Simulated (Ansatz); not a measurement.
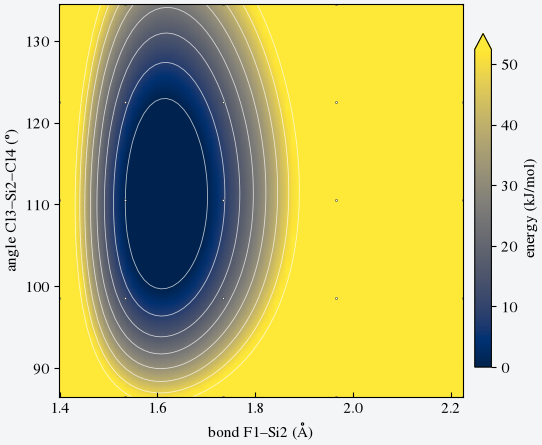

Cl₂FSi, SMILES F[Si](Cl)Cl, spin multiplicity 2. Two internal coordinates are moved rigidly from the geometry relaxed at PBE0-D4/def2-TZVP, all others fixed. Coordinates scanned: (1) bond F1–Si2; (2) angle Cl3–Si2–Cl4. Grid: 5 × 5 points. Energies: kJ/mol, counted from the lowest grid point. These are results of Ansatz 0.2.0, UKS PBE-D4/def2-TZVPP, not measurements.

The picture shows a smooth colour map with a few white contour lines, dots at the grid points, one colour for all values above the top of the scale. Between grid points the surface is interpolated.

> Estimate the position of the minimum and the force constants in these coordinates.

The interpolated minimum is at bond F1–Si2 ≈ 1.612 Å, angle Cl3–Si2–Cl4 ≈ 110.5°. The curvatures there are about 34 eV/Å² and 4.7 eV/rad², with a cross term of about −0.4 eV/(Å·rad). Round the minimum the two coordinates are nearly uncoupled. (1 eV is 96.5 kJ/mol.)
